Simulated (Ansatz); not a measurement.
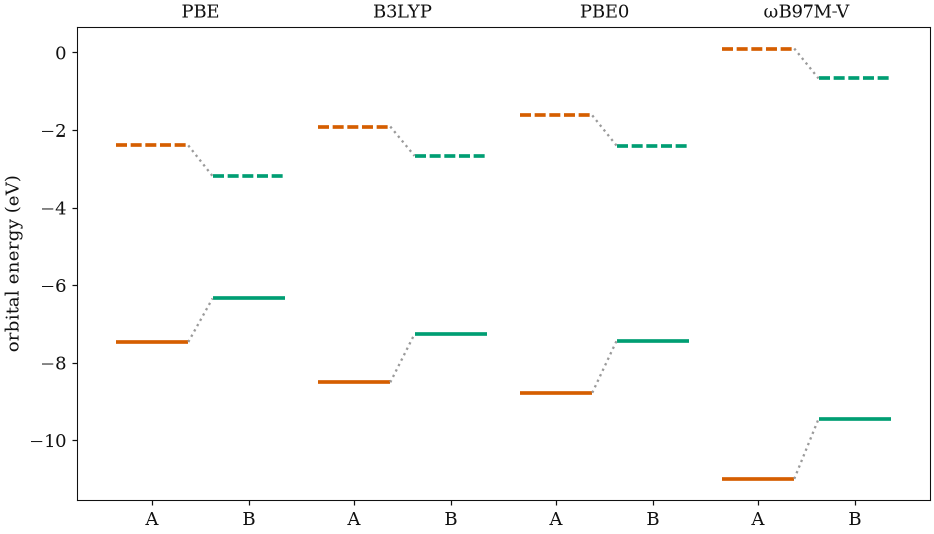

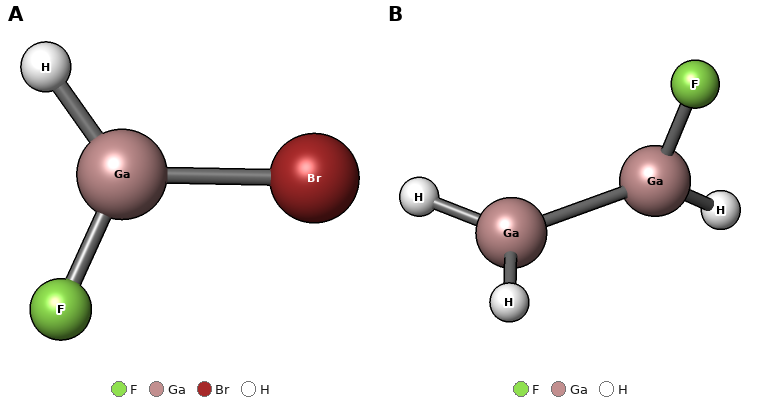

One change: A, GaHBrF (SMILES [F][GaH][Br]), becomes B, Ga₂H₃F (SMILES [F][GaH][GaH2]). Br on Ga is replaced by GaH₂. HOMO (solid) and LUMO (dashed) computed in def2-TZVPP at PBE0-D4/def2-TZVP geometries, both minima by their frequencies, gas phase, the Ansatz code. Empty levels above zero depend strongly on the basis.

**What does the change do to HOMO and LUMO?**

PBE: the HOMO rises by 1.13 eV, the LUMO falls by 0.79 eV, and the separation goes from 5.07 to 3.16 eV. B3LYP: the HOMO rises by 1.24 eV, the LUMO falls by 0.76 eV, and the separation goes from 6.60 to 4.60 eV. PBE0: the HOMO rises by 1.34 eV, the LUMO falls by 0.78 eV, and the separation goes from 7.16 to 5.04 eV. ωB97M-V: the HOMO rises by 1.54 eV, the LUMO falls by 0.77 eV, and the separation goes from 11.10 to 8.79 eV.

**Do the functionals agree on the effect?**

They agree on the direction for both levels; the HOMO shift lies between 1.13 and 1.54 eV and the LUMO shift between −0.79 and −0.76 eV, while the separations themselves differ by up to 6.0 eV between functionals.
